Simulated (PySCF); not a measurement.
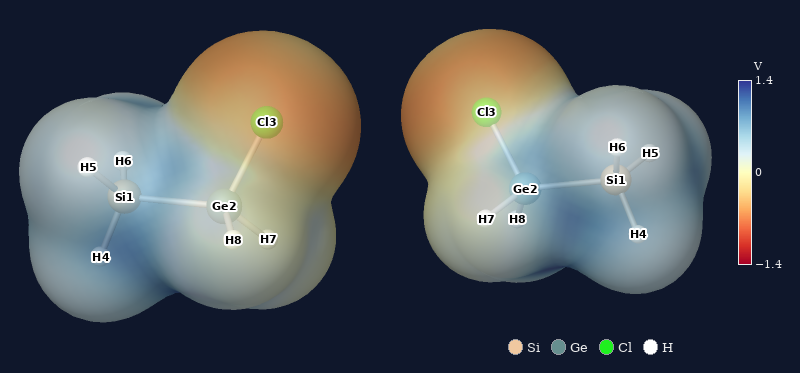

Figure 1: ClGeH5Si, SMILES `[SiH3][GeH2][Cl]`. Electrostatic potential on the surface of electron density 0.001 a.u. (back view left, front view right).

PySCF calculation, ωB97X/def2-TZVP, gas phase; geometry: GFN2-xTB. No frequency check shows the geometry to be a minimum. GFN2-xTB bond lengths at metals and heavier atoms can be off by up to 0.1 Å and shapes distorted, which carries into these values.

Input script:

```python
import numpy as np
from pyscf import gto, scf, dft
from pyscf.scf import atom_ks, atom_hf
from scipy.linalg import block_diag

def solve(mol, dm0=None, hcore=None):
    mf = (dft.UKS if mol.spin else dft.RKS)(mol, xc='wb97x')
    mf.grids.level = 3
    mf = mf.density_fit(auxbasis='def2-universal-jkfit')
    mf.conv_tol, mf.max_cycle = 1e-8, 80
    if hcore is not None:
        mf.get_hcore = lambda *args: hcore
    mf.kernel(dm0)
    if not mf.converged:
        mf = mf.newton().run(mf.mo_coeff, mf.mo_occ, max_cycle=30)
    assert mf.converged, 'SCF not converged'
    return mf

mol = gto.M(atom='''
Si     1.95866     0.52389    -0.00001
Ge    -0.11637    -0.59305    -0.00003
Cl    -1.77078     0.73082    -0.00003
H      3.02933    -0.46864     0.07297
H      2.10969     1.30405    -1.22790
H      2.05092     1.41651     1.15470
H     -0.39156    -1.51525     1.18522
H     -0.39262    -1.51746    -1.18322
''', basis='def2-tzvp', charge=0, spin=0, verbose=4)
mf = solve(mol)
mf.analyze()
# spherically averaged free atoms, for the promolecule
atm = atom_ks.get_atm_nrks(mol, xc='wb97x')
pro = block_diag(*[(atm[a[0]][2] * atm[a[0]][3]) @ atm[a[0]][2].T for a in mol._atom])
np.savez('result.npz', e=mf.e_tot, c=mf.mo_coeff, occ=mf.mo_occ, eps=mf.mo_energy, pro=pro, dip=mf.dip_moment(verbose=0), s2=mf.spin_square()[0])
```

Run with:

```sh
OMP_NUM_THREADS=1 python input.py
```

The run took 11 s on 1 thread of Intel(R) Xeon(R) 6975P-C (Granite Rapids), on a shared host, peak memory 0.62 GiB.

Partitions, critical points and surface values were worked out afterwards from this run's density.

> Where are the extremes of the potential on the surface?

Highest: 1.31 V, near Ge2 (2.11 Å), H8 (2.22 Å), H4 (2.24 Å) and H7 (2.25 Å). Further maxima include 1.08 V, near H5 (2.11 Å), Si1 (2.15 Å) and H4 (2.20 Å), and at like points elsewhere; 0.99 V, near H4 (2.04 Å), Si1 (2.07 Å), H5 (2.10 Å) and H6 (2.14 Å). Lowest: −0.62 V, 2.1 Å from Cl3. Further minima include 0.20 V, 1.5 Å from H6; 0.21 V, 1.5 Å from H5. The surface is sampled at points, so like sites can differ by a few per cent and only the strongest of them is named.

> What volume does the surface enclose, and what is the dipole moment?

About 128 Å³; the dipole moment is 2.2 D.
